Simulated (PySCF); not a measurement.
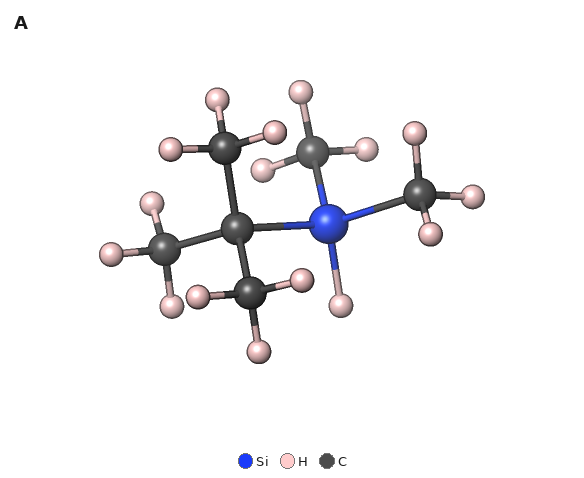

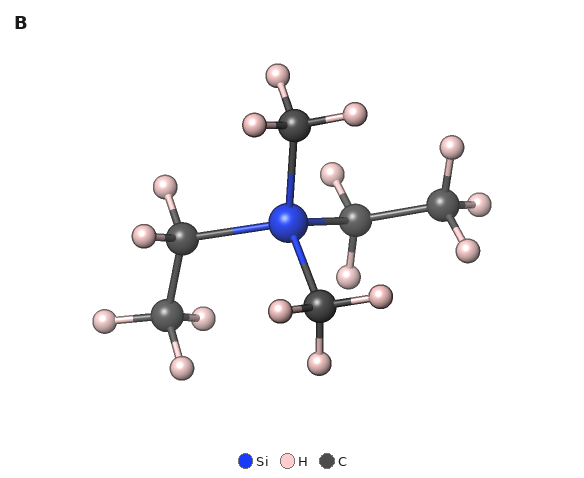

2 stationary structures of one formula. Geometries: PBE0-D3(BJ)/def2-SVP. Electronic energies: PBE0-D3(BJ)/def2-SVP (PySCF 2.14.0), without zero-point energy. No frequency run is at hand to confirm each as a minimum. Each is one conformer, not always the lowest.

How are they related?

Answer. They are constitutional isomers of C6H16Si: A `C[SiH](C)C(C)(C)C`, B `CC[Si](C)(C)CC`.

Which is lowest in energy, and by how much?

Answer. B is lowest; A lies 0.297 eV above it.
